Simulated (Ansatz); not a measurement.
Molecule (SMILES): [CH2]F (CH2-F), doublet.
Atoms: C1, F2, H3, H4. Bonds: C1-F2, C1-H3, C1-H4.

Basis-set convergence of the lowest harmonic wavenumber at PBE with Ansatz (a program for electronic structure). Each level at its own minimum, finite differences of forces, unscaled; the reference is a large set that could be run, not a limit. Cartesian d functions, on some or all atoms, in 6-31G*, 6-31G**, 6-31+G*; all else is spherical. The program fits the integrals of some runs and decomposes those of others, by size. Core-valence sets carry the plain set on hydrogen. Open shells are unrestricted. No added dispersion term, no relativity. Reference: the value in aug-pcseg-2, 438 cm⁻¹, itself unsure by roughly 12 cm⁻¹ (its mean distance from aug-cc-pVTZ, def2-TZVPPD). Deviations are taken from unrounded values.

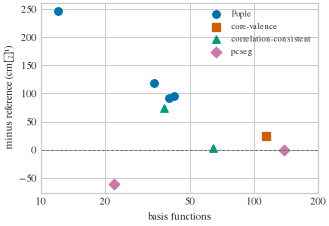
Figure: Deviation from the reference against the number of basis functions, by family of sets.

```tsv
basis	functions	lowest harmonic wavenumber (cm⁻¹)	minus reference (cm⁻¹)
STO-3G	12	684	246
pcseg-0	22	377	-61
6-31G*	34	556	118
cc-pVDZ	38	513	75
6-31G**	40	530	92
6-31+G*	42	533	95
aug-cc-pVDZ	64	441	3
cc-pCVTZ	114	463	25
aug-pcseg-2	138	438	0
```
